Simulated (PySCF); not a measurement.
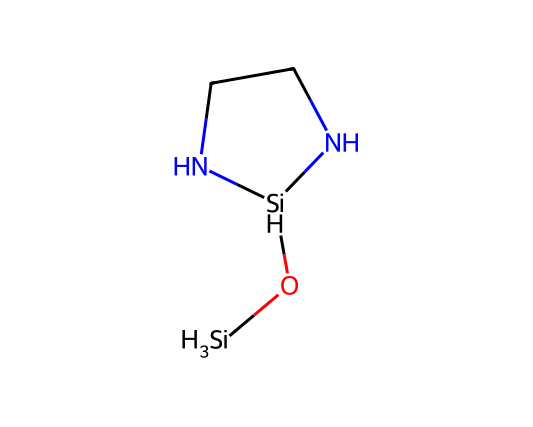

**Transcribe the drawing into SMILES.**

[SiH3]O[SiH]1NCCN1

**Give the formula, hydrogens included.**

C2H10N2OSi2.

The parts below concern this one geometry. Atoms keep their numbers from picture to picture. Computed geometry: GFN2-xTB optimisation. No frequency run is at hand to confirm it as a minimum.

**Geometry**

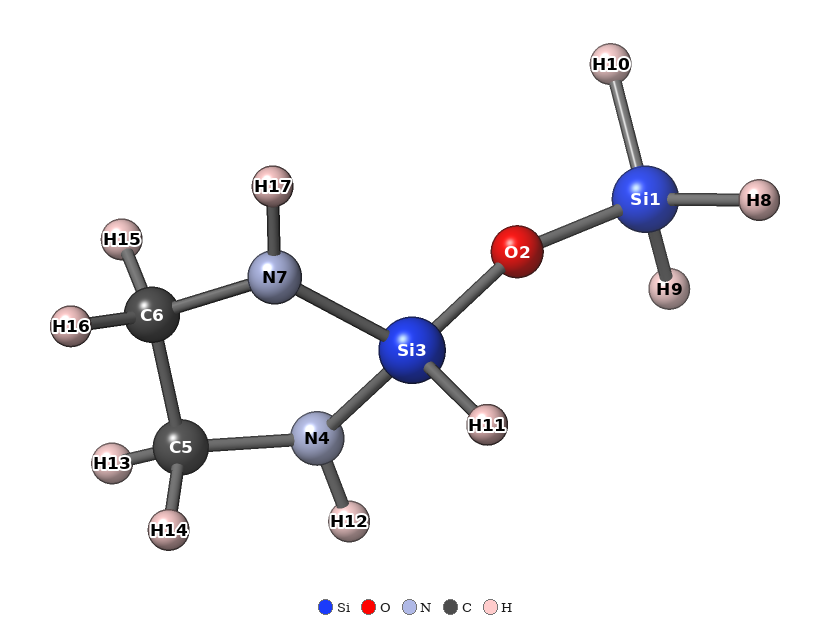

The atoms are numbered. No frequency run is at hand to confirm it as a minimum.

List the bonds and their lengths. Leave out bonds to hydrogen.

```csv
bond,length (Å),order
Si1–O2,1.613,single
O2–Si3,1.617,single
Si3–N4,1.718,single
Si3–N7,1.714,single
N4–C5,1.447,single
C5–C6,1.529,single
C6–N7,1.447,single
```

**Electronic properties**

No frequency run is at hand to confirm it as a minimum. Level of theory: PBE0/def2-SVPD, gas phase (PySCF 2.14.0). Excitations: vertical, linear response.

Computed properties:

- dipole moment: 0.76 D
- HOMO energy (Kohn–Sham orbital): −6.51 eV
- LUMO energy (Kohn–Sham orbital): 0.24 eV
- HOMO–LUMO gap: 6.75 eV
- mean static polarisability: 89.3 bohr³
- lowest vertical singlet excitation: 5.81 eV
- its oscillator strength: 0.005
- brightest of the 6 lowest singlets: 6.61 eV
- its oscillator strength: 0.03

**NMR shielding**

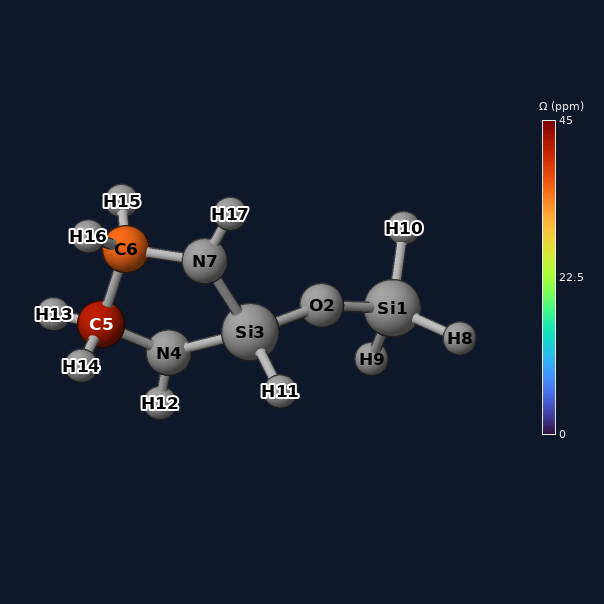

The C atoms are coloured by the span of their shielding tensor. No frequency run is at hand to confirm it as a minimum. Level of theory: GIAO PBE0/pcSseg-1 NMR shielding, non-relativistic, gas phase (PySCF 2.14.0). Principal shieldings σ11 ≤ σ22 ≤ σ33, span Ω = σ33 − σ11, skew κ = 3(σiso − σ22)/Ω.

**Which C atom has the most anisotropic shielding?**

C5, with a span of 41 ppm.

Give the shielding tensors of the C atoms.

```
atom    σ11    σ22    σ33   σiso     Ω     κ
  C5  122.4  136.9  163.7  141.0  41.3  0.30
  C6  126.6  134.9  161.7  141.0  35.1  0.53
```

Shieldings and span in ppm.

**Ring current**

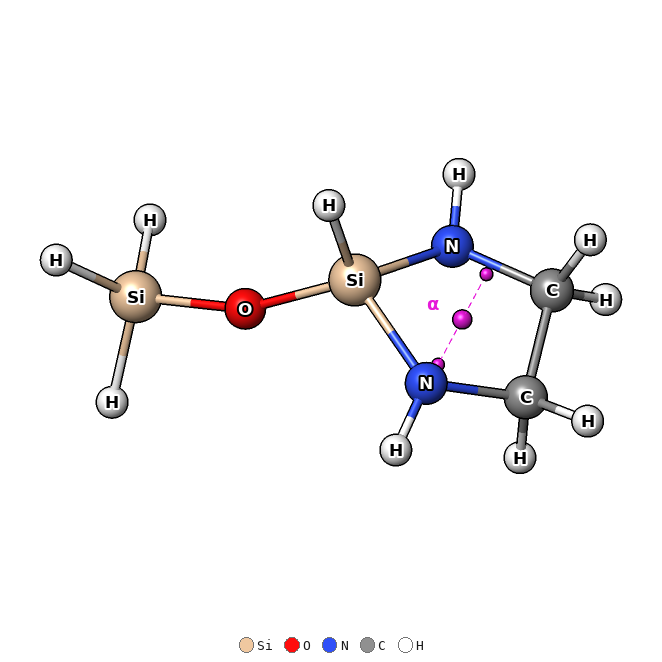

The small points mark where nucleus-independent chemical shifts (NICS) were computed: at the centre of each lettered ring and 1 Å above and below it. No frequency run is at hand to confirm it as a minimum. Level of theory: GIAO PBE0/pcSseg-1 NMR shielding, non-relativistic, gas phase (PySCF 2.14.0).

Give NICS(0), NICS(1) and the out-of-plane component NICS(1)zz for each ring (means of the two sides).

```json
{"ring": "α", "members": "C2N2Si", "NICS(0)": "−7.7", "NICS(1)": "−3.0", "NICS(1)zz": "−2.9"}
```

Values in ppm.

**What do the values say about the ring currents?**

Ring α: weak, as in a non-aromatic ring. NICS is one index among several.

The geometry is semi-empirical. Around Si such bond lengths and angles can be off by a tenth of an ångström or more and by several degrees, and values that hang on the shape move with them.
